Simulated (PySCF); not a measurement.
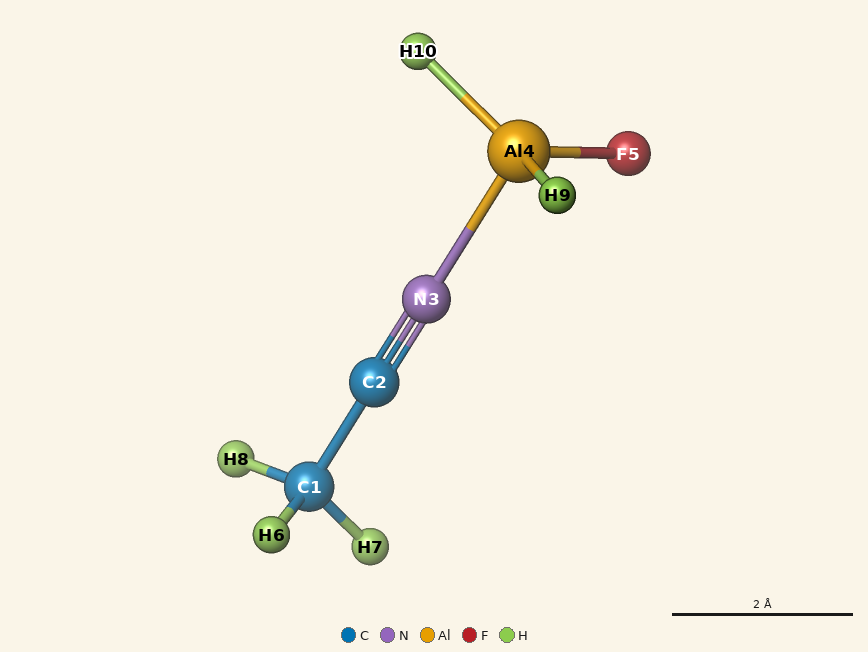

Orthographic view. Distant atoms are faded towards the background colour. The geometry was computed by an optimisation with PBE0-D3(BJ)/def2-SVP. No frequency run is at hand to confirm it as a minimum.

Write the connection table.

C1: C2, H6, H7, H8
C2: C1, N3
N3: C2, Al4
Al4: N3, F5, H9, H10
F5: Al4
H6: C1
H7: C1
H8: C1
H9: Al4
H10: Al4
